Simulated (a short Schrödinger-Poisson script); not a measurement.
Stack: MOS inversion layer, SiO2 on p-type Si(110), at 300 K.

```
layer  material  thickness (nm)  Na (cm⁻³)
-----  --------  --------------  ---------
1          SiO2             2.4          -
2            Si             810     2.8e17
```

The device is made up for the run: typed textbook-type constants, with dimensions and the other settings drawn at random. SiO2: permittivity 3.9, conduction-band edge (eV) 3.15, gap (eV) 9, electron mass (mₑ) 0.5. Si: permittivity 11.7, conduction-band edge (eV) 0, gap (eV) 1.124, Nv at 300 K (cm⁻³) 3.1e19.

Channel valleys (confinement mass, in-plane density-of-states mass, number): Δ4 0.315, 0.324, 4; Δ2 0.19, 0.417, 2. At the gate the conduction-band edge of layer 1 lies 3.47 eV − eVg above the Fermi level of the channel; the field vanishes at the back. Gaps are held at their typed values at every temperature. Mesh 0.03 nm at interfaces.

From a short Schrödinger-Poisson script (our own, NumPy): 1D Poisson equation in equilibrium, electrons quantum, Hartree (BenDaniel-Duke, 12 states a valley, the channel's in-plane mass for all, wave functions free to enter the dielectric), parabolic valleys, classical holes, full ionisation, no traps, pinning or gate leakage.

Only gate voltages with over 1e8 electrons/cm² are shown.

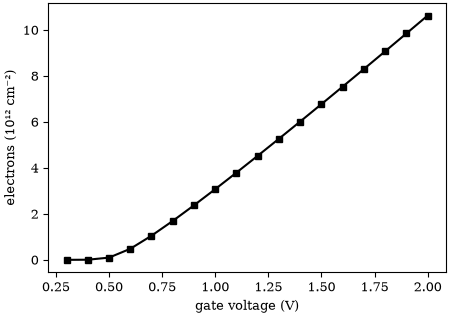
Figure. Sheet density against gate voltage

```tsv
Vg (V)	electrons (cm⁻²)	C (μF/cm²)	Δ4 E0 (meV)	Δ4 E1 (meV)	Δ2 E0 (meV)	Δ2 E1 (meV)
0.3	1.92e8	0.156	299.2	371.2	313.2	397.9
0.4	5.18e9	0.171	213.7	288.8	228.2	316.5
0.5	9.64e10	0.456	137.8	215.8	152.8	244.4
0.6	4.80e11	0.848	95.7	177.2	111.5	206.4
0.7	1.05e12	1.00	74.8	159.8	91.5	189.6
0.8	1.69e12	1.07	61.8	150.3	79.3	180.4
0.9	2.37e12	1.12	52.3	144.2	70.7	174.6
1	3.08e12	1.14	44.9	140.1	64.1	170.7
1.1	3.80e12	1.16	38.8	137.0	58.7	167.8
1.2	4.53e12	1.18	33.5	134.8	54.2	165.7
1.3	5.27e12	1.20	28.9	133.1	50.2	164.1
1.4	6.02e12	1.21	24.8	131.7	46.8	162.9
1.5	6.77e12	1.22	21.0	130.7	43.7	161.9
1.6	7.54e12	1.22	17.6	129.9	40.9	161.2
1.7	8.30e12	1.23	14.4	129.2	38.3	160.6
1.8	9.07e12	1.24	11.4	128.7	35.9	160.2
1.9	9.85e12	1.24	8.6	128.4	33.6	159.8
2	1.06e13	1.25	6.0	128.1	31.5	159.6
```

Subbands count from the Fermi level.
